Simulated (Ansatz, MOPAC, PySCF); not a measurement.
Dissociation curve of BO, doublet.

- UKS-PBE0 = unrestricted PBE0/cc-pVTZ (PySCF)
- ROCCSDT(Q) = CCSDT(Q)/B on ROHF/cc-pVTZ, frozen core (Ansatz, a quantum-chemistry and plane-wave program)
- PM6, unrestricted, heats of formation (MOPAC)
- PM7, unrestricted, heats of formation (MOPAC)

Energies are in kJ/mol, each relative to the lowest point of its own curve near equilibrium.

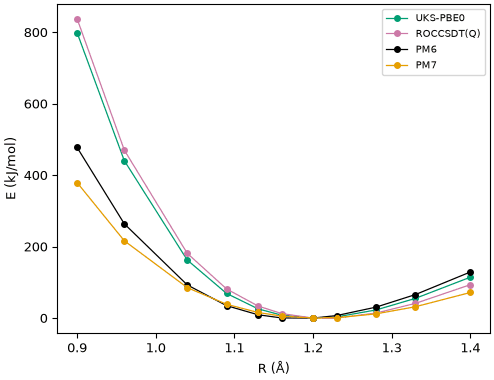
Figure: Energy against bond length for each method.

| R / Å | UKS-PBE0 | ROCCSDT(Q) | PM6 | PM7 |
|---|---|---|---|---|
| 0.90 | 798.8 | 837.8 | 477.5 | 379.2 |
| 0.96 | 440.7 | 470.3 | 263.9 | 216.4 |
| 1.04 | 162.6 | 181.3 | 92.9 | 85.4 |
| 1.09 | 69.0 | 81.7 | 34.9 | 38.7 |
| 1.13 | 26.0 | 33.9 | 9.4 | 15.7 |
| 1.16 | 8.2 | 12.7 | 0.4 | 5.5 |
| 1.20 | 0.0 | 0.0 | 0.0 | 0.0 |
| 1.23 | 3.3 | 0.0 | 7.1 | 1.1 |
| 1.28 | 22.7 | 14.0 | 30.6 | 11.8 |
| 1.33 | 55.0 | 41.1 | 65.7 | 31.7 |
| 1.40 | 114.5 | 93.5 | 129.0 | 71.7 |

At the longest distance, 1.40 Å, PM6 lies highest above its minimum (129.0 kJ/mol) and PM7 lowest (71.7 kJ/mol).

The scan ran from 0.90 to 4.81 Å; beyond the distances shown one of the unrestricted levels run for this scan, shown here or not, changes its spin distribution in one step.
